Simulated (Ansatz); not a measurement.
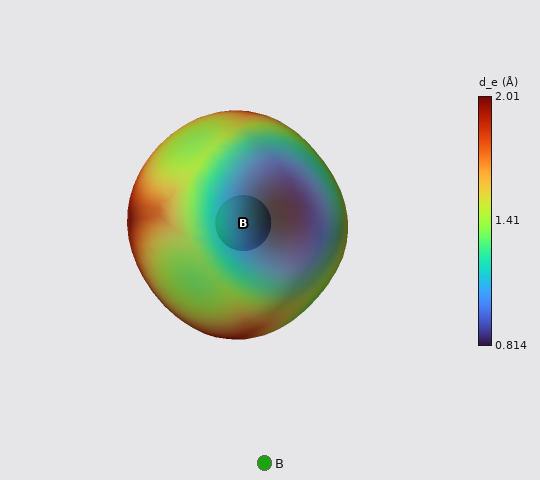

Hirshfeld surface computed for one B atom in ScB3S (P4/mmm), coloured by d_e.

The surface is where the fragment's share of the procrystal density (the sum of the densities of spherically averaged neutral Hartree-Fock atoms) equals one half. d_i and d_e are the distances from the surface to the nearest nucleus inside and outside.

The cell is taken from coordinates from a relaxation with DFT PBE, scalar-relativistic, plane waves, PAW (Ansatz 0.2.0); the starting structure was generated, so it need not be a known form of this composition.

```yaml
crystal:
  lattice:
    - [3.31271, 0.00000, 0.00000]
    - [0.00000, 3.31271, 0.00000]
    - [0.00000, 0.00000, 5.48866]
  atoms:
    - { symbol: Sc, position: [0.50000, 0.50000, 0.50000] }
    - { symbol: B, position: [0.00000, 0.00000, 0.35934] }
    - { symbol: B, position: [0.00000, 0.00000, 0.64066] }
    - { symbol: B, position: [0.50000, 0.50000, 0.00000] }
    - { symbol: S, position: [0.00000, 0.00000, 0.00000] }
```

What is the shortest distance from the fragment to an atom outside it?

B–B, 1.54 Å.

How is the surface shared among contacts (nearest atom inside ··· nearest atom outside)?

B···Sc 42 %, B···S 32 %, B···B 26 %. The surface faces 6 neighbours with more than 2 % of its area each: 4 Sc + 1 B + 1 S.

Give the size and shape of the surface.

It encloses about 5.3 Å³, has an area of about 15 Å² and a globularity of 0.97 (1 for a sphere).
